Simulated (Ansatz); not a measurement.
Nudged elastic band, with input and output: CH₅F₃Ge

System: CH₅F₃Ge.
Method: RKS B3LYP/def2-SVP (Ansatz 0.2.0).

It belongs to a series of runs on one base structure; here: band between the two ends. Figures and captions count atoms from 1; the log counts them from 0 in places.

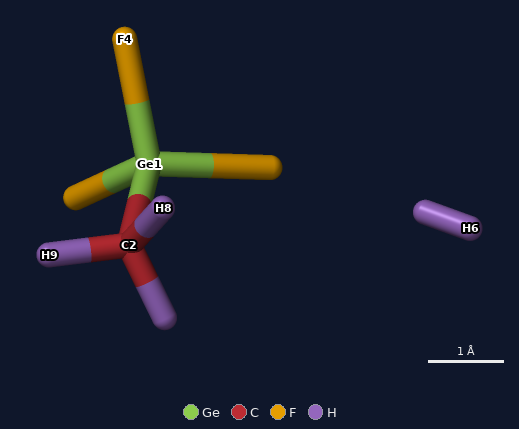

*The input geometry (stick view, seen at a tilt; atoms are numbered from 1 in the order of the input). Sticks mark near contacts.*

Results in brief:

```tsv
quantity	value
outcome	converged
barrier, forward	3.338 eV
barrier, backward	3.612 eV
hardware	2 threads of Intel Xeon (Sapphire Rapids), 16 GiB of memory available, shared host
wall time	6.3 min (CPU time 12 min)
peak memory	0.31 GiB
```

The order of the saddle point was not checked.

The input:
```yaml
crystal:
  periodic: [false, false, false]
  atoms:
    - { symbol: Ge, position_ang: [-1.112665, 0.151208, -0.045838] }
    - { symbol: C, position_ang: [0.108839, -0.876733, -1.121821] }
    - { symbol: F, position_ang: [-2.176769, 1.144359, -0.973167] }
    - { symbol: F, position_ang: [-2.136886, -0.817138, 0.949988] }
    - { symbol: F, position_ang: [-0.316614, 1.235686, 1.042903] }
    - { symbol: H, position_ang: [2.672535, 1.146987, 2.168865] }
    - { symbol: H, position_ang: [1.947704, 1.222963, 1.948867] }
    - { symbol: H, position_ang: [0.563333, -1.662088, -0.502027] }
    - { symbol: H, position_ang: [-0.441536, -1.333374, -1.956158] }
    - { symbol: H, position_ang: [0.892161, -0.21197, -1.51171] }
basis:
  gaussian: { orbitals: def2-SVP }
hamiltonian:
  xc: b3lyp
neb:
  order_check: false
  images: 7
  f_tol: 0.05
  max_iterations: 60
  spring: 0.5
  final_atoms:
    - { symbol: Ge, position_ang: [-0.91876986, 1.28368777, 0.93586146] }
    - { symbol: C, position_ang: [1.00336979, -1.25042765, -0.94806235] }
    - { symbol: F, position_ang: [-1.71120733, 0.96811384, -0.56074061] }
    - { symbol: F, position_ang: [-0.92022217, -0.19443128, 1.82178405] }
    - { symbol: F, position_ang: [-1.94465351, 2.36202648, 1.80055402] }
    - { symbol: H, position_ang: [0.72525068, -1.43287943, 0.10062111] }
    - { symbol: H, position_ang: [0.47914464, 1.84920767, 0.74967935] }
    - { symbol: H, position_ang: [1.13857522, -2.21538434, -1.45683985] }
    - { symbol: H, position_ang: [0.20324351, -0.68703908, -1.45033506] }
    - { symbol: H, position_ang: [1.94537102, -0.68297399, -0.99262012] }
  initial_path:
    images:
      - { positions_ang: [[-1.112665, 0.151208, -0.045838], [0.108839, -0.876733, -1.121821], [-2.176769, 1.144359, -0.973167], [-2.136886, -0.817138, 0.949988], [-0.316614, 1.235686, 1.042903], [2.672535, 1.146987, 2.168865], [1.947704, 1.222963, 1.948867], [0.563333, -1.662088, -0.502027], [-0.441536, -1.333374, -1.956158], [0.892161, -0.21197, -1.51171]] }
      - { positions_ang: [[-1.05460357, 0.2471482, 0.0434113], [0.25123913, -0.82557092, -1.04544497], [-2.24152025, 1.06459923, -0.84073234], [-1.96569259, -0.69805136, 1.13513846], [-0.35702557, 1.47365147, 0.93309329], [2.25977788, 0.81039348, 1.74539387], [1.67214164, 0.99126611, 1.78529955], [0.6314533, -1.64701252, -0.44401098], [-0.24776279, -1.25005543, -1.92074484], [1.05209482, -0.16646828, -1.39150133]] }
      - { positions_ang: [[-0.99654213, 0.34308841, 0.1326606], [0.39363926, -0.77440885, -0.96906894], [-2.3062715, 0.98483947, -0.70829768], [-1.79449918, -0.57896471, 1.32028891], [-0.39743715, 1.71161695, 0.82328358], [1.84702076, 0.47379997, 1.32192274], [1.39657928, 0.75956922, 1.6217321], [0.69957359, -1.63193703, -0.38599497], [-0.05398959, -1.16673686, -1.88533167], [1.21202865, -0.12096656, -1.27129267]] }
      - { positions_ang: [[-0.9384807, 0.43902861, 0.22190989], [0.53603939, -0.72324677, -0.89269291], [-2.37102275, 0.9050797, -0.57586303], [-1.62330576, -0.45987807, 1.50543937], [-0.43784872, 1.94958242, 0.71347387], [1.43426364, 0.13720645, 0.89845161], [1.12101692, 0.52787233, 1.45816465], [0.76769389, -1.61686155, -0.32797895], [0.13978362, -1.0834183, -1.84991851], [1.37196247, -0.07546483, -1.151084]] }
      - { positions_ang: [[-0.88041927, 0.53496882, 0.31115919], [0.67843952, -0.67208469, -0.81631688], [-2.435774, 0.82531993, -0.44342837], [-1.45211235, -0.34079142, 1.69058982], [-0.47826029, 2.1875479, 0.60366416], [1.02150652, -0.19938706, 0.47498048], [0.84545456, 0.29617544, 1.29459721], [0.83581419, -1.60178607, -0.26996293], [0.33355683, -1.00009973, -1.81450535], [1.5318963, -0.02996311, -1.03087534]] }
      - { positions_ang: [[-0.89000692, 0.72214856, 0.46733476], [0.75967208, -0.81667043, -0.84925324], [-2.25463233, 0.86101841, -0.47275643], [-1.31913981, -0.30420139, 1.72338838], [-0.8448586, 2.23116754, 0.90288663], [0.94744256, -0.50776015, 0.38139064], [0.75387708, 0.6844335, 1.15836774], [0.91150445, -1.75518564, -0.56668216], [0.3009785, -0.92183457, -1.72346278], [1.63526498, -0.19321583, -1.02131153]] }
      - { positions_ang: [[-0.89959456, 0.9093283, 0.62351033], [0.84090465, -0.96125617, -0.88218961], [-2.07349066, 0.89671689, -0.50208449], [-1.18616726, -0.26761135, 1.75618694], [-1.2114569, 2.27478719, 1.20210909], [0.8733786, -0.81613324, 0.2878008], [0.6622996, 1.07269156, 1.02213828], [0.98719471, -1.90858521, -0.86340139], [0.26840017, -0.8435694, -1.6324202], [1.73863366, -0.35646855, -1.01174773]] }
      - { positions_ang: [[-0.90918221, 1.09650803, 0.77968589], [0.92213722, -1.10584191, -0.91512598], [-1.892349, 0.93241536, -0.53141255], [-1.05319471, -0.23102131, 1.78898549], [-1.5780552, 2.31840683, 1.50133156], [0.79931464, -1.12450633, 0.19421096], [0.57072212, 1.46094962, 0.88590881], [1.06288497, -2.06198477, -1.16012062], [0.23582184, -0.76530424, -1.54137763], [1.84200234, -0.51972127, -1.00218392]] }
      - { positions_ang: [[-0.91876986, 1.28368777, 0.93586146], [1.00336979, -1.25042765, -0.94806235], [-1.71120733, 0.96811384, -0.56074061], [-0.92022217, -0.19443128, 1.82178405], [-1.94465351, 2.36202648, 1.80055402], [0.72525068, -1.43287943, 0.10062111], [0.47914464, 1.84920767, 0.74967935], [1.13857522, -2.21538434, -1.45683985], [0.20324351, -0.68703908, -1.45033506], [1.94537102, -0.68297399, -0.99262012]] }
```

Run as:
```bash
ansatz run input.yaml --threads 2 --pin off --max-ram 3072MiB --backend cpu --events-out ev --progress --plain --runs-dir out
```

Log:
```
Engine: ansatz 0.2.0, x86_64-unknown-linux-gnu
Functional definition: B3LYP
  parameter a0 = 0.2
  parameter ax = 0.72
  parameter ac = 0.81
  exchange = (1 - a0 - ax)*slater_x + ax*b88_x + a0*exact_x
  correlation = (1 - ac)*vwn_rpa_c + ac*lyp_c
1185 factors; integrals over basis functions are off by at most 2.8e-4 eV
mean field evaluation 1: about -65768.6615 eV, gradient 6.8e1 eV
mean field evaluation 2: about -65760.5581 eV, gradient 1.0e2 eV
mean field evaluation 4: about -65776.9621 eV, gradient 2.9e0 eV
mean field evaluation 8: about -65776.9934 eV, gradient 2.3e-2 eV
mean field -65776.99340328 eV, -2417.2599223231 hartree, gradient 5.0e-5 eV, S^2 0.000000; 0 other end points of the search recorded, 0 dependent functions left out
the calculation of the forces begins
reference -65776.99365773 eV, -2417.2599316740 hartree; 35, 35 occupied and 78, 78 virtual orbitals, 1185 factors
1183 factors; integrals over basis functions are off by at most 1.2e-3 eV
mean field evaluation 16: about -65757.6370 eV, gradient 1.1e2 eV
mean field -65777.26760630 eV, -2417.2699990983 hartree, gradient 4.1e-5 eV, S^2 0.000000; 0 other end points of the search recorded, 0 dependent functions left out
[... from here on the field's lines of each further geometry are left out, up to the last ...]
NEB iter   1: max|band force component| = 1.116e1 eV/Å  barrier→ = 5.9292 eV  barrier← = 6.2034 eV  Δτ_max = 0.2000 Å  (232 SCF iters)
NEB iter   2: max|band force component| = 3.992e0 eV/Å  barrier→ = 3.5563 eV  barrier← = 3.8305 eV  Δτ_max = 0.2000 Å  (211 SCF iters)
NEB iter   3: max|band force component| = 1.550e0 eV/Å  barrier→ = 2.7845 eV  barrier← = 3.0587 eV  Δτ_max = 0.1899 Å  (199 SCF iters)
NEB iter   4: max|band force component| = 6.775e-1 eV/Å  barrier→ = 2.1975 eV  barrier← = 2.4717 eV  Δτ_max = 0.1925 Å  (202 SCF iters)
NEB iter   5: max|band force component| = 2.557e0 eV/Å  barrier→ = 2.0953 eV  barrier← = 2.3695 eV  CI = image 4  Δτ_max = 0.1993 Å  (196 SCF iters)
NEB iter   6: max|band force component| = 1.658e0 eV/Å  barrier→ = 1.9162 eV  barrier← = 2.1904 eV  CI = image 4  Δτ_max = 0.2000 Å  (193 SCF iters)
NEB iter   7: max|band force component| = 3.293e0 eV/Å  barrier→ = 2.7028 eV  barrier← = 2.9770 eV  CI = image 4  Δτ_max = 0.1989 Å  (195 SCF iters)
NEB iter   8: max|band force component| = 2.900e0 eV/Å  barrier→ = 3.4254 eV  barrier← = 3.6996 eV  CI = image 4  Δτ_max = 0.1973 Å  (199 SCF iters)
NEB iter   9: max|band force component| = 2.062e0 eV/Å  barrier→ = 3.7604 eV  barrier← = 4.0346 eV  CI = image 4  Δτ_max = 0.1946 Å  (200 SCF iters)
NEB iter  10: max|band force component| = 1.253e0 eV/Å  barrier→ = 3.4942 eV  barrier← = 3.7684 eV  CI = image 4  Δτ_max = 0.1877 Å  (193 SCF iters)
NEB iter  11: max|band force component| = 3.036e-1 eV/Å  barrier→ = 3.4282 eV  barrier← = 3.7024 eV  CI = image 4  Δτ_max = 0.1011 Å  (190 SCF iters)
NEB iter  12: max|band force component| = 3.153e-1 eV/Å  barrier→ = 3.4055 eV  barrier← = 3.6797 eV  CI = image 4  Δτ_max = 0.0506 Å  (198 SCF iters)
NEB iter  13: max|band force component| = 3.297e-1 eV/Å  barrier→ = 3.3964 eV  barrier← = 3.6706 eV  CI = image 4  Δτ_max = 0.0507 Å  (197 SCF iters)
NEB iter  14: max|band force component| = 4.789e-1 eV/Å  barrier→ = 3.3882 eV  barrier← = 3.6624 eV  CI = image 4  Δτ_max = 0.0252 Å  (197 SCF iters)
NEB iter  15: max|band force component| = 3.213e-1 eV/Å  barrier→ = 3.3841 eV  barrier← = 3.6583 eV  CI = image 4  Δτ_max = 0.0505 Å  (196 SCF iters)
NEB iter  16: max|band force component| = 2.833e-1 eV/Å  barrier→ = 3.3755 eV  barrier← = 3.6497 eV  CI = image 4  Δτ_max = 0.1013 Å  (198 SCF iters)
NEB iter  17: max|band force component| = 2.063e-1 eV/Å  barrier→ = 3.3598 eV  barrier← = 3.6340 eV  CI = image 4  Δτ_max = 0.2000 Å  (192 SCF iters)
NEB iter  18: max|band force component| = 1.245e-1 eV/Å  barrier→ = 3.3411 eV  barrier← = 3.6153 eV  CI = image 4  Δτ_max = 0.1486 Å  (193 SCF iters)
NEB iter  19: max|band force component| = 1.266e-1 eV/Å  barrier→ = 3.3385 eV  barrier← = 3.6127 eV  CI = image 4  Δτ_max = 0.0747 Å  (188 SCF iters)
NEB iter  20: max|band force component| = 7.783e-2 eV/Å  barrier→ = 3.3379 eV  barrier← = 3.6121 eV  CI = image 4  Δτ_max = 0.0752 Å  (191 SCF iters)
NEB iter  21: max|band force component| = 5.560e-2 eV/Å  barrier→ = 3.3381 eV  barrier← = 3.6123 eV  CI = image 4  Δτ_max = 0.0748 Å  (191 SCF iters)
the calculation of the forces begins
reference -65777.25189023 eV, -2417.2694215431 hartree; 35, 35 occupied and 78, 78 virtual orbitals, 1183 factors
1187 factors; integrals over basis functions are off by at most 1.3e-3 eV
mean field -65773.65565282 eV, -2417.1372622562 hartree, gradient 2.6e-5 eV, S^2 0.000000; 1 other end points of the search recorded, 0 dependent functions left out
the calculation of the forces begins
reference -65773.65588113 eV, -2417.1372706461 hartree; 35, 35 occupied and 78, 78 virtual orbitals, 1187 factors
NEB iter  22: max|band force component| = 2.686e-2 eV/Å  barrier→ = 3.3378 eV  barrier← = 3.6120 eV  CI = image 4  Δτ_max = 0.0000 Å  (363 SCF iters)
```

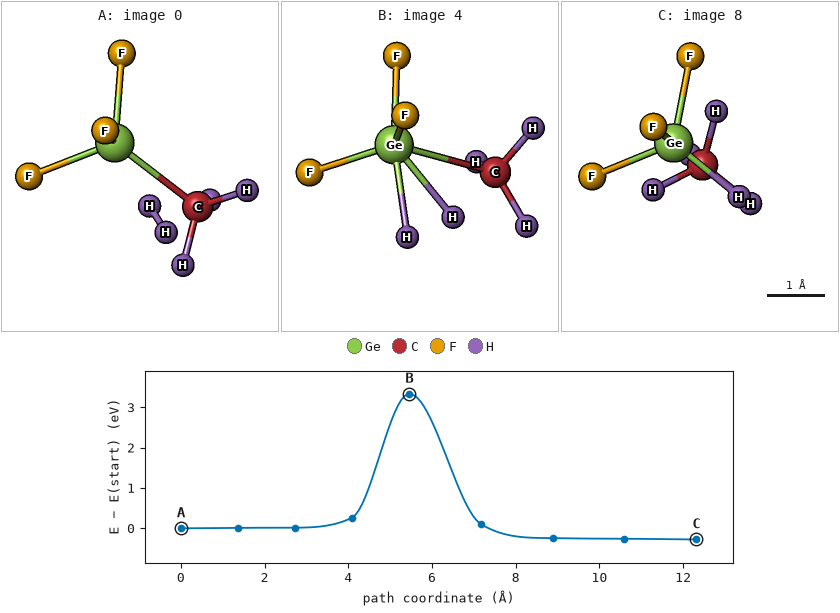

*Images of the last band (counted from 0; ball-and-stick, seen at a tilt) above the energy along the path; the line is a cubic interpolation that uses the forces.*

The highest image is number 4, 3.338 eV above the start and 3.612 eV above the end (the climbing image); the end lies 0.274 eV below the start. The path is 12.32 Å long. The band converged in 22 iterations.

```
Total energy: -65773.65588113 eV, -2417.1372706461 hartree
Atom 0 at    -0.679696     0.463630     0.544243 Å, force    -0.003288    -0.006043    -0.005069 eV/Å
Atom 1 at     0.626919    -0.616592    -0.812234 Å, force     0.002311     0.001030     0.008002 eV/Å
Atom 2 at    -2.013360     0.076068    -0.513098 Å, force     0.004913     0.001071     0.000838 eV/Å
Atom 3 at    -1.263393    -0.394711     1.928500 Å, force     0.001232     0.005261    -0.002142 eV/Å
Atom 4 at    -0.761804     2.181213     0.353916 Å, force    -0.001787    -0.001665     0.003353 eV/Å
Atom 5 at     0.941571     0.058363     0.396660 Å, force    -0.000350    -0.001841    -0.001251 eV/Å
Atom 6 at     0.846312     0.674753     1.376974 Å, force     0.002765     0.000272     0.000915 eV/Å
Atom 7 at     0.139712    -1.601938    -0.813508 Å, force    -0.002991    -0.000237    -0.001721 eV/Å
Atom 8 at     0.442903    -0.066221    -1.745720 Å, force    -0.002155    -0.000722    -0.003629 eV/Å
Atom 9 at     1.720938    -0.774666    -0.715831 Å, force    -0.000650     0.002875     0.000703 eV/Å
Dipole moment:     0.744470    -0.325292    -0.296339 e Å
this run last wrote the band of iteration 22 to [file]
```

The last band as extended XYZ (Å, eV, eV/Å):
```
10
Properties=species:S:1:pos:R:3:forces:R:3 image=0 energy=-65776.99340
Ge   -1.1127    0.1512   -0.0458   -0.0139   0.0091   0.0122
C     0.1088   -0.8767   -1.1218    0.0000   0.0006   0.0042
F    -2.1768    1.1444   -0.9732    0.0044  -0.0011  -0.0045
F    -2.1369   -0.8171    0.9500    0.0016  -0.0047  -0.0047
F    -0.3166    1.2357    1.0429    0.0055  -0.0033  -0.0021
H     2.6725    1.1470    2.1689    0.0001  -0.0001  -0.0007
H     1.9477    1.2230    1.9489    0.0000   0.0000   0.0003
H     0.5633   -1.6621   -0.5020    0.0026   0.0018   0.0005
H    -0.4415   -1.3334   -1.9562    0.0009  -0.0006  -0.0004
H     0.8922   -0.2120   -1.5117   -0.0012  -0.0016  -0.0048
10
Properties=species:S:1:pos:R:3:forces:R:3 image=1 energy=-65776.98130
Ge   -1.0539    0.2325   -0.0119    0.0003  -0.0042  -0.0052
C     0.2055   -0.7738   -1.0709   -0.0149   0.0113   0.0116
F    -2.4353    0.7558   -0.9055    0.0035   0.0029  -0.0015
F    -1.6851   -0.6446    1.3338   -0.0026  -0.0017  -0.0025
F    -0.3765    1.6766    0.6601    0.0014  -0.0036   0.0033
H     2.2947    0.5881    2.0145    0.0073   0.0078   0.0014
H     1.7319    1.0439    1.7805   -0.0015  -0.0031   0.0022
H     0.4686   -1.6963   -0.5355    0.0034  -0.0014  -0.0020
H    -0.2553   -1.0187   -2.0376    0.0019  -0.0045  -0.0018
H     1.1055   -0.1635   -1.2277    0.0013  -0.0034  -0.0054
10
Properties=species:S:1:pos:R:3:forces:R:3 image=2 energy=-65776.97821
Ge   -1.0111    0.2339    0.0316   -0.0084  -0.0071  -0.0063
C     0.2356   -0.7593   -1.0495   -0.0083   0.0101   0.0079
F    -2.5346    0.4851   -0.7413    0.0061   0.0007   0.0021
F    -1.3834   -0.5250    1.5361   -0.0028  -0.0017  -0.0046
F    -0.4449    1.8164    0.4415    0.0034  -0.0011   0.0040
H     2.0791    0.4975    1.8817    0.0111   0.0086   0.0107
H     1.6533    1.0841    1.6512    0.0027   0.0047  -0.0006
H     0.0025   -1.8306   -0.9769   -0.0050  -0.0022  -0.0137
H     0.1497   -0.4274   -2.0936    0.0017  -0.0095   0.0010
H     1.2538   -0.5746   -0.6809   -0.0003  -0.0023  -0.0006
10
Properties=species:S:1:pos:R:3:forces:R:3 image=3 energy=-65776.72807
Ge   -0.8494    0.3126    0.1729   -0.0633  -0.0847  -0.1618
C     0.3934   -0.6797   -0.9351   -0.1083   0.0036  -0.0306
F    -2.3879    0.2059   -0.6008   -0.1552   0.0189  -0.0359
F    -1.1451   -0.2837    1.7682    0.0568   0.0168  -0.0715
F    -0.5825    2.0130    0.3374    0.0295  -0.0905  -0.0026
H     1.5192    0.3016    1.1092    0.2375   0.1188   0.2935
H     1.2458    0.7550    1.6509    0.1518   0.0441   0.1143
H     0.0048   -1.7048   -1.0056   -0.0225  -0.0419  -0.0838
H     0.3748   -0.2108   -1.9283   -0.0242  -0.0464  -0.0796
H     1.4271   -0.7092   -0.5689   -0.1020   0.0615   0.0581
10
Properties=species:S:1:pos:R:3:forces:R:3 image=4 energy=-65773.65565
Ge   -0.6797    0.4636    0.5442   -0.0033  -0.0060  -0.0051
C     0.6269   -0.6166   -0.8122    0.0023   0.0010   0.0080
F    -2.0134    0.0761   -0.5131    0.0049   0.0011   0.0008
F    -1.2634   -0.3947    1.9285    0.0012   0.0053  -0.0021
F    -0.7618    2.1812    0.3539   -0.0018  -0.0017   0.0034
H     0.9416    0.0584    0.3967   -0.0003  -0.0018  -0.0013
H     0.8463    0.6748    1.3770    0.0028   0.0003   0.0009
H     0.1397   -1.6019   -0.8135   -0.0030  -0.0002  -0.0017
H     0.4429   -0.0662   -1.7457   -0.0022  -0.0007  -0.0036
H     1.7209   -0.7747   -0.7158   -0.0006   0.0029   0.0007
10
Properties=species:S:1:pos:R:3:forces:R:3 image=5 energy=-65776.88876
Ge   -0.9356    0.7429    1.0158   -0.0824   0.1263   0.2050
C     1.0250   -0.7646   -1.0287    0.1882  -0.0775  -0.0882
F    -1.6388    0.0127   -0.3778    0.1673  -0.0042   0.0387
F    -1.7525   -0.0621    2.2984   -0.2322   0.1668   0.1558
F    -1.3641    2.3970    0.8148   -0.2401   0.1177   0.1850
H     1.1579   -0.2213   -0.0881    0.0838  -0.1240  -0.1993
H     0.5444    0.7125    1.3535   -0.1490   0.0063  -0.0185
H     0.3533   -1.6198   -0.8734    0.0735  -0.0180  -0.0194
H     0.5889   -0.0992   -1.7863    0.0700  -0.0232  -0.0097
H     2.0217   -1.0982   -1.3283    0.1209  -0.1701  -0.2494
10
Properties=species:S:1:pos:R:3:forces:R:3 image=6 energy=-65777.23701
Ge   -1.1911    1.0044    1.2158   -0.0042   0.0055   0.0067
C     1.2777   -1.0140   -1.2005    0.0046  -0.0068  -0.0056
F    -1.6597    0.4610   -0.3506   -0.0015   0.0073  -0.0027
F    -2.1690    0.1413    2.3375   -0.0059   0.0020  -0.0009
F    -1.6681    2.6546    1.3096   -0.0053   0.0031   0.0070
H     1.7898   -0.5410   -0.3493    0.0095  -0.0029  -0.0042
H     0.2922    0.8192    1.4849   -0.0036   0.0022   0.0011
H     0.9081   -2.0047   -0.8993    0.0096  -0.0066   0.0022
H     0.4294   -0.3937   -1.5192   -0.0021  -0.0034   0.0063
H     1.9907   -1.1273   -2.0289   -0.0011  -0.0004  -0.0100
10
Properties=species:S:1:pos:R:3:forces:R:3 image=7 energy=-65777.25164
Ge   -1.1247    1.2865    1.1325   -0.0007   0.0001   0.0008
C     1.2129   -1.2753   -1.1227    0.0007   0.0004  -0.0008
F    -1.6075    0.8126   -0.4532    0.0000   0.0002   0.0003
F    -1.7352    0.0880    2.2044    0.0002   0.0006   0.0001
F    -1.9823    2.7367    1.4804   -0.0004  -0.0002  -0.0007
H     1.5113   -1.3924   -0.0702    0.0001  -0.0009  -0.0003
H     0.3792    1.4654    1.2533    0.0000   0.0009   0.0005
H     1.0508   -2.2695   -1.5624   -0.0004   0.0002  -0.0012
H     0.2832   -0.6931   -1.1888   -0.0002  -0.0011   0.0009
H     2.0124   -0.7591   -1.6734    0.0006  -0.0003   0.0004
10
Properties=species:S:1:pos:R:3:forces:R:3 image=8 energy=-65777.26761
Ge   -0.9188    1.2837    0.9359   -0.0141  -0.0112   0.0167
C     1.0034   -1.2504   -0.9481    0.0019   0.0106   0.0114
F    -1.7112    0.9681   -0.5607    0.0056   0.0019   0.0094
F    -0.9202   -0.1944    1.8218   -0.0027   0.0271  -0.0147
F    -1.9447    2.3620    1.8006    0.0158  -0.0165  -0.0103
H     0.7253   -1.4329    0.1006    0.0051   0.0064  -0.0231
H     0.4791    1.8492    0.7497   -0.0058   0.0007  -0.0002
H     1.1386   -2.2154   -1.4568    0.0010   0.0041  -0.0006
H     0.2032   -0.6870   -1.4503    0.0123  -0.0100   0.0099
H     1.9454   -0.6830   -0.9926   -0.0191  -0.0131   0.0016
```
